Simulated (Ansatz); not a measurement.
# Localised basis functions on liquid Cu at 1700 K (61 atoms), part 2 of 2

Aim: test how closely localised support functions follow the reference on liquid Cu at 1700 K (61 atoms), and at what cost. A setting counts as converged where the r.m.s. difference of forces stays under 1 % of the r.m.s. force.

Ansatz 0.2.0; Kohn-Sham DFT, PBE, PAW (set soft_2), plane waves.

The cell: 61 Cu. The network of bonds at the start is that of the classical potential that made the cell.

So far. Step 3 (Support functions low): Forces differ from the reference by 1.4 meV/Å r.m.s., 0.15 % of their size, well within a tolerance of 1 %; the energy by -3.4 meV/atom. Step 4 (Support functions medium): Forces differ from the reference by 1.3 meV/Å r.m.s., 0.15 % of their size, well within a tolerance of 1 %; the energy by -3.4 meV/atom.

### 6. Support functions medium, radius 3.27 Å

Level of this step: Kohn-Sham DFT, PBE, PAW (set soft_2), localised support functions (medium) (Ansatz).

The radius confines each support function; a larger one gives more freedom and more work per atom.

Contents of input.yaml:

```yaml
crystal:
  lattice:
    - [9.48964, 0.0, 0.0]
    - [0.0, 9.48964, 0.0]
    - [0.0, 0.0, 9.48964]
  atoms:
    [... the 61 atom lines of step 2 ...]
kpoints:
  mp_grid: { grid: [2, 2, 2] }
hamiltonian:
  xc: pbe
scf:
  occupations: { method: fermi_dirac, width: 0.1 }
  eigensolver: { kind: { support_functions: { accuracy: medium, radius: 3.27 } } }
  max_iter: 150
output:
  forces: true
  eigenvalues: true
```

Started as:

```bash
ansatz run input.yaml --threads 8 --pin off --max-ram 15872MiB --backend cpu --events-out ev --progress --plain --runs-dir out
```

Numbers of over 12 decimals in the logs are rounded to 6 here.

The program printed:

```text
Warning: scf.eigensolver.kind.support_functions: disabling space-group detection — the functions' gradient is summed over unrotated k-points, so no spatial operation reduces the k-mesh or symmetrises the density; time reversal is kept, so that k and −k are solved as one point where they differ and the mesh holds both, and exact exchange and, on two spinor components, a DFT+U term hold to it where the run has them: [...]
settings of this run that can trade accuracy for cost: scf.eigensolver.kind.support_functions [...]
Engine: ansatz 0.2.0, aarch64-unknown-linux-gnu
Pseudopotentials: kind: paw
Pseudopotential: Cu, paw, valence charge 19, recommended cutoff 420 eV (normal), Cu.paw.azcp
[... 5 lines on functional and potentials left out ...]
Error: SCF: the radius of support functions is under 3.53 Å, the least for these sites at the functions' level (scf.eigensolver.kind.support_functions.accuracy). Use scf.eigensolver.kind: auto, or type scf.eigensolver.kind.support_functions.radius at least as long, [...]
```

Elapsed: 0.55 s, on 8 threads of Arm Neoverse V2, shared host; peak memory 0.22 GiB.

The program refuses radii under 3.53 Å for these atoms at this level.

Runs without a result: support functions medium, radius 2.97 Å (error); support functions medium, radius 3.27 Å (error).

### 7. The ladder side by side

Each row is set against the plane-wave reference (Kohn-Sham DFT, PBE, PAW (set soft_2), plane waves; r.m.s. force component 0.889 eV/Å). Energies are set beside the reference only for runs with its functional, potentials and electron count. Times are for 8 threads of Arm Neoverse V2, shared host. The reference's time includes the DOS, the stress and grids, which some other runs skip.

| run | Δ force, r.m.s. (meV/Å) | share of r.m.s. force (%) | Δ energy (meV/atom) | cycles | time | host memory (GiB) |
| --- | --- | --- | --- | --- | --- | --- |
| reference | - | - | - | 9 | 2.4 min | 11 |
| support functions low | 1.35 | 0.152 | -3.41 | 14 | 2.6 min | 3.8 |
| support functions medium | 1.33 | 0.149 | -3.41 | 16 | 2.8 min | 3.8 |

### 8. What the reference run shows

The comparisons rest on this run, so its electronic structure is set out here.

Neighbours are counted within 3.23 Å (Cu-Cu).

Length of the force by element and coordination:

| element | coordination | atoms | mean length of the force (eV/Å) | spread | least | most |
| --- | --- | --- | --- | --- | --- | --- |
| Cu | all | 61 | 1.19 | 0.975 | 0.241 | 5.16 |
| Cu | 8 | 2 | 0.874 | 0.139 | 0.735 | 1.01 |
| Cu | 9 | 6 | 0.529 | 0.180 | 0.269 | 0.847 |
| Cu | 10 | 16 | 1.23 | 0.779 | 0.311 | 3.14 |
| Cu | 11 | 21 | 1.06 | 0.653 | 0.388 | 3.13 |
| Cu | 12 | 12 | 1.40 | 1.34 | 0.241 | 5.16 |
| Cu | 13 | 3 | 2.62 | 1.60 | 0.789 | 4.67 |
| Cu | 14 | 1 | 1.28 | 0 | 1.28 | 1.28 |

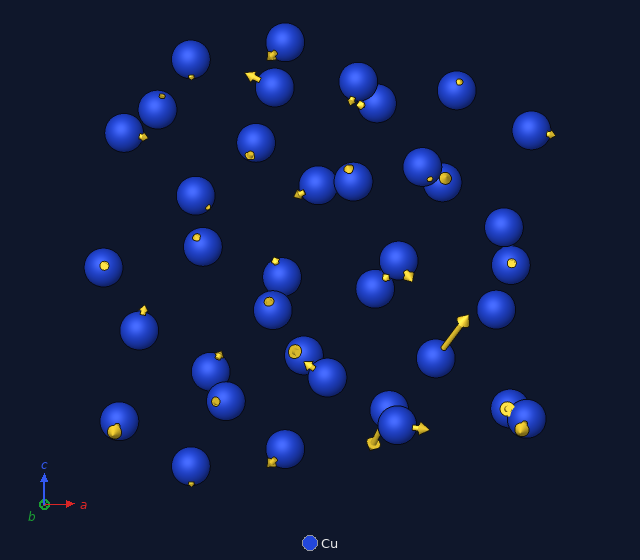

Forces as arrows; the longest in the cell is 5.16 eV/Å. Drawn is a slice 5 Å thick, seen along the normal of the ac plane.

States in the cell by windows of 1 eV, zero at the Fermi level; the larger projections on atomic orbitals stand beside the total:

| from (eV) | to (eV) | total | Cu d | Cu s |
| --- | --- | --- | --- | --- |
| -18 | -9 | 0.0 | 0.0 | 0.0 |
| -9 | -8 | 1.0 | 0.0 | 1.0 |
| -8 | -7 | 5.2 | 0.1 | 5.1 |
| -7 | -6 | 9.6 | 0.8 | 8.8 |
| -6 | -5 | 13.1 | 3.4 | 9.5 |
| -5 | -4 | 55.8 | 41.4 | 13.8 |
| -4 | -3 | 162.5 | 153.5 | 7.2 |
| -3 | -2 | 207.3 | 200.5 | 4.5 |
| -2 | -1 | 195.4 | 188.9 | 5.5 |
| -1 | 0 | 21.7 | 10.2 | 9.1 |
| 0 | 1 | 19.3 | 3.9 | 8.6 |
| 1 | 2 | 17.3 | 2.2 | 7.2 |
| 2 | 3 | 14.5 | 1.3 | 6.1 |
| 3 | 4 | 16.2 | 0.9 | 5.4 |
| 4 | 5 | 21.2 | 0.8 | 6.7 |

About 487 of the 1159 electrons lie in deeper levels, below the stored range.

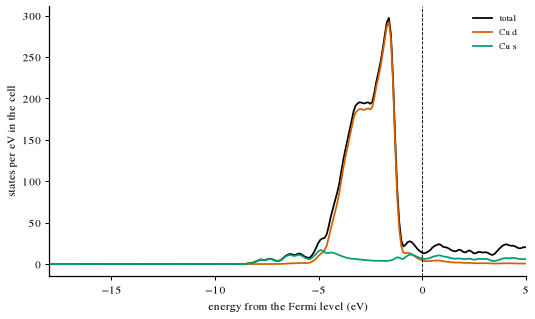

Total and projected density of states, with the broadening of the input.

The levels nearest the highest filled one (over half full), pooled over k-points and spins:

| level less the highest filled one (eV) | occupation |
| --- | --- |
| -0.0768 | 1.43 |
| -0.0506 | 1.32 |
| -0.0494 | 1.31 |
| -0.0397 | 1.27 |
| -0.0034 | 1.09 |
| 0 | 1.08 |
| 0.0354 | 0.9 |
| 0.0423 | 0.866 |
| 0.0467 | 0.845 |
| 0.110 | 0.558 |
| 0.111 | 0.557 |
| 0.122 | 0.512 |

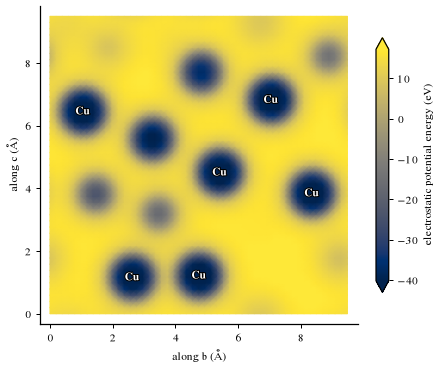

Electrostatic potential energy in the bc plane at fractional x = 0.974, with atoms of Cu within 0.2 Å of it. With pseudopotentials it is smooth inside the atoms' cores, unlike the true potential. The map starts off the cell's origin, so that atoms lie inside it.

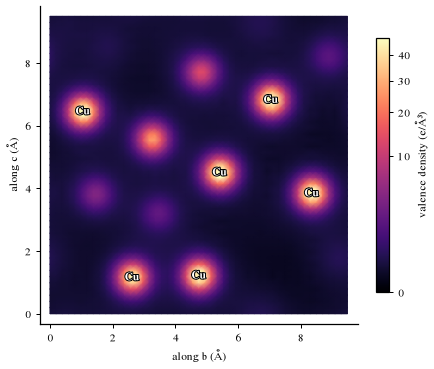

Valence density in the bc plane at fractional x = 0.974, with atoms of Cu within 0.2 Å of it. It is the smooth field of the valence electrons, not physical close to the nuclei. The map starts off the cell's origin, so that atoms lie inside it. The colour scale is stretched toward low values.

Within 0.4 eV of the Fermi level the largest share is Cu s (60 % of the projected weight).

### 9. Structure statistics

Bonds and neighbours are counted at the geometry of the runs.

Density 7.53 g/cm³, 14.01 Å³ an atom.

Pair distribution function in bins of 0.2 Å:

| r (Å) | total |
| --- | --- |
| 2.00 | 0.04 |
| 2.20 | 0.37 |
| 2.40 | 2.67 |
| 2.60 | 2.23 |
| 2.80 | 1.73 |
| 3.00 | 1.08 |
| 3.20 | 0.73 |
| 3.40 | 0.69 |
| 3.60 | 0.45 |
| 3.80 | 0.79 |
| 4.00 | 0.78 |
| 4.20 | 0.77 |
| 4.40 | 1.15 |
| 4.60 | 1.32 |

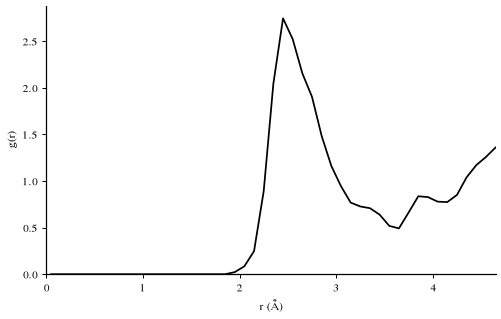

Pair distribution functions, lightly smoothed.

Bonds by pair of elements; cutoffs follow the first minimum of g(r), held within bounds set by covalent radii, and pairs that aren't listed don't count as bonded:

| pair A-B | cutoff (Å) | bonds | mean length (Å) | spread (Å) | shortest (Å) | B about A | A about B |
| --- | --- | --- | --- | --- | --- | --- | --- |
| Cu-Cu | 3.23 | 329 | 2.68 | 0.257 | 2.01 | 10.8 | 10.8 |

How many atoms have how many bonded neighbours:

| element | mean | 8 | 9 | 10 | 11 | 12 | 13 | 14 |
| --- | --- | --- | --- | --- | --- | --- | --- | --- |
| Cu | 10.8 | 2 | 6 | 16 | 21 | 12 | 3 | 1 |

The first maximum of g(r) stands at about 2.5 Å. With the cutoffs above, 34 % of Cu atoms have 11 bonded neighbours.

A closer look about Cu9, which has 12 bonded neighbours where the commonest count for Cu is 11: 13 atoms, nearest first, numbered in the order of the input, with positions taken from that point.

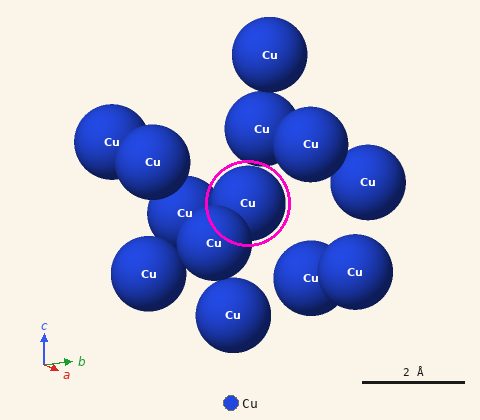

The atoms of the table, within 3.1 Å (arrows a, b, c point along x, y, z); some may hide others; the central atom is ringed.

| atom | x | y | z | distance (Å) | bonds | Fx | Fy | Fz (eV/Å) |
| --- | --- | --- | --- | --- | --- | --- | --- | --- |
| Cu9 | 0.00 | 0.00 | 0.00 | 0.00 | 12 | 0.05 | 0.05 | 0.79 |
| Cu22 | 1.03 | -0.76 | -2.00 | 2.38 | 10 | 2.30 | 1.40 | -1.62 |
| Cu10 | -0.71 | -1.83 | -1.40 | 2.41 | 10 | -2.04 | -1.30 | 0.29 |
| Cu37 | -1.92 | 1.15 | 1.06 | 2.48 | 10 | 0.26 | 0.95 | 0.57 |
| Cu36 | 0.29 | 2.46 | 0.28 | 2.49 | 11 | 0.14 | 0.28 | 0.33 |
| Cu4 | -0.68 | 1.66 | -1.76 | 2.52 | 11 | -0.57 | -0.81 | -0.02 |
| Cu2 | 1.98 | 0.48 | 1.51 | 2.54 | 11 | 0.05 | 0.23 | -1.98 |
| Cu44 | 0.47 | -2.26 | 1.10 | 2.56 | 9 | 0.41 | -0.27 | -0.04 |
| Cu20 | -2.51 | -0.26 | -0.64 | 2.60 | 12 | -0.25 | -0.37 | -0.75 |
| Cu50 | 2.00 | 1.44 | -1.13 | 2.71 | 9 | 0.33 | -0.22 | -0.09 |
| Cu3 | -1.86 | -2.11 | 1.06 | 3.01 | 11 | 0.28 | 0.25 | 0.57 |
| Cu56 | 0.27 | 0.35 | 3.02 | 3.05 | 10 | -1.20 | 0.05 | 0.21 |
| Cu34 | 2.54 | -1.84 | -0.18 | 3.14 | 10 | 0.30 | 0.10 | 0.05 |

The column of bonds counts only the pairs Cu-Cu within 3.23 Å; other neighbours, such as metal atoms beside each other in a compound, aren't counted, and periodic images can show an atom twice.

### 10. What came out

| Quantity | Value |
| --- | --- |
| free energy per atom | -6624.8413 eV/atom |
| pressure | -3.144 GPa |
| r.m.s. force component | 0.8895 eV/Å |
| wall time of the 3 DFT runs | 7.8 min |

Against plane waves at 420 eV, the forces differ by 1.3 meV/Å (0.15 %) with support functions medium. Differences between support functions and plane waves include what basis error the plane-wave run still has.

47 levels are partly filled, by over 2 % (on the run's k-points), as in a metal. With the cutoffs above, 34 % of Cu atoms have 11 bonded neighbours.

What to keep in mind: The force components of 0.89 eV/Å r.m.s. come partly from thermal motion and partly from the difference between the classical potential and DFT. The pressure of -3.1 GPa is that of one thermal frame, in which the classical model's bond lengths enter as well as the volume, without the kinetic term.

Against the measurements quoted at the start:

| quantity | measured | this cell | difference | method of the measurement |
| --- | --- | --- | --- | --- |
| density | 7.69 g/cm³ | 7.53 g/cm³ | -2.1 % | experimental condition of x-ray diffraction (Waseda and Ohtani) |

The cell differs from the measured density by up to 2.1 %. The density was fixed when the cell was made, not found by DFT. The network comes from the model that made the cell; DFT did not move the atoms, so distances and counts test that model.

[Logs are printed without paths, hosts, clocks, repeated set-up lines and the standing remarks that a program may print on its own settings, such as how far it seeks lower states.]

[Hosts, paths, dates, database ids (printed as entryN), source tags and the programs' standing remarks are cut or masked in the printed files.]
